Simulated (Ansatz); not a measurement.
**Cl4F2Mo···HF: density, localisation and related maps**

Input file:

```
crystal:
  periodic: [false, false, false]
  atoms:
    - { symbol: Mo, position_ang: [-0.079389, -0.055926, -0.011002] }
    - { symbol: Cl, position_ang: [-0.090044, -0.004975, 2.2922] }
    - { symbol: Cl, position_ang: [2.117069, -0.585703, -0.214345] }
    - { symbol: Cl, position_ang: [-0.608381, 2.145113, -0.00329] }
    - { symbol: Cl, position_ang: [-2.38566, -0.342051, -0.238699] }
    - { symbol: F, position_ang: [-0.28482, -1.867818, 0.08364] }
    - { symbol: F, position_ang: [0.03351, 0.103678, -1.815567] }
    - { symbol: F, position_ang: [1.907555, 1.847375, 1.183484] }
    - { symbol: H, position_ang: [1.759859, 1.768806, 2.07588] }
basis:
  gaussian: { orbitals: def2-SVP }
hamiltonian:
  xc: hf
relax:
  f_tol: 0.03
  max_steps: 50
output:
  orbitals: {}
```

Run with:

```sh
ansatz run input.yaml --threads 4 --pin off --max-ram 5120MiB --backend cpu --events-out ev --progress --plain --runs-dir out
```

The fields are those of the run's last geometry, not of the input's.

Core potentials replace the inner electrons of Mo.

Method: RHF/def2-SVP in Ansatz 0.2.0.

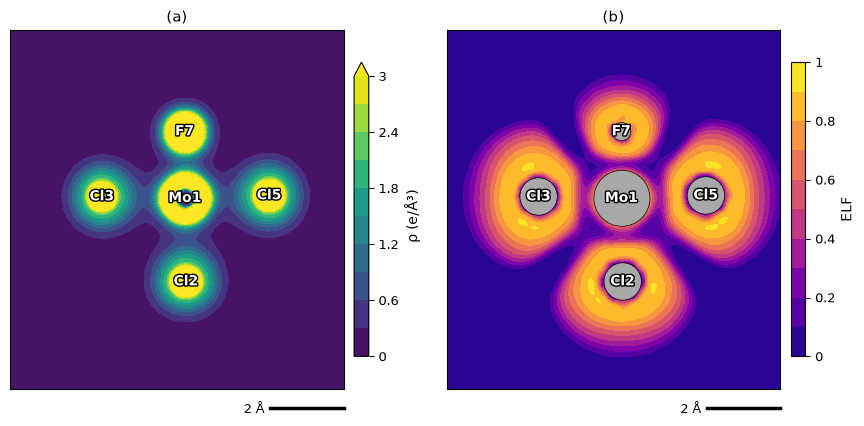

Figure 1. (a) electron density; (b) ELF on the plane of atoms Cl2, Mo1 and Cl5. Grey discs cover the atomic cores in the ELF map.

### What do the fields say about this system?

The plane passes through Mo, Cl and F nuclei.
Mo–F (1.82 Å): ρ is about 1.2 e/Å³ halfway; the ELF peaks at about 0.85 in the valence shell of F, 0.5 Å from its nucleus, and drops to about 0.25 between the two atoms.
Mo–Cl (2.27 Å): ρ at the midpoint is about 0.71 e/Å³; the ELF peaks at about 0.85 in the valence shell of Cl, 0.9 Å from its nucleus, and is about 0.40 at the midpoint.

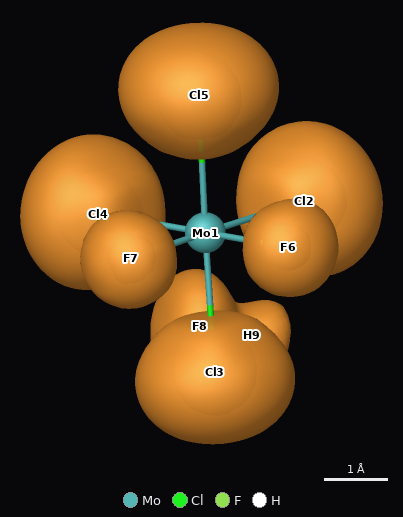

Figure 2. Isosurface of the electron localisation function at 0.75 (orange), seen at an oblique angle. Core shells and regions of very low density are left out.

### What do the ELF domains correspond to?

The ELF exceeds this value in four regions wrapped around Cl (the valence shell of each), two regions wrapped around F (the valence shell of each) and one joined region spread over several atoms (F, H), in which their bonds and any lone pairs are merged. Along the contacts the grid gives the following. Cl4···F8 (3.58 Å): the ELF dips to about 0 between them: a weak contact between the two molecules.

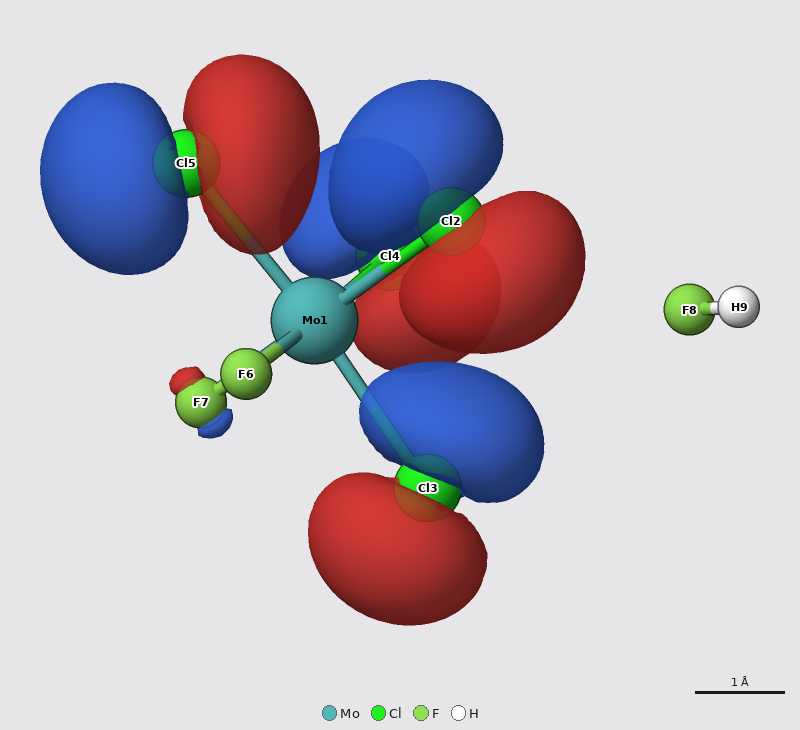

Figure 3. The HOMO at ±0.08 Å⁻³ᐟ² (red and blue are the two phases), seen across its widest extent.

### Describe this orbital and give its energy.

It lies mainly on Cl2 (about 30 %), Cl5 (about 30 %), Cl3 (about 25 %) and Cl4 (about 15 %); largely a combination of lone pairs on Cl2, Cl5, Cl3 and Cl4. Its energy is −12.76 eV.
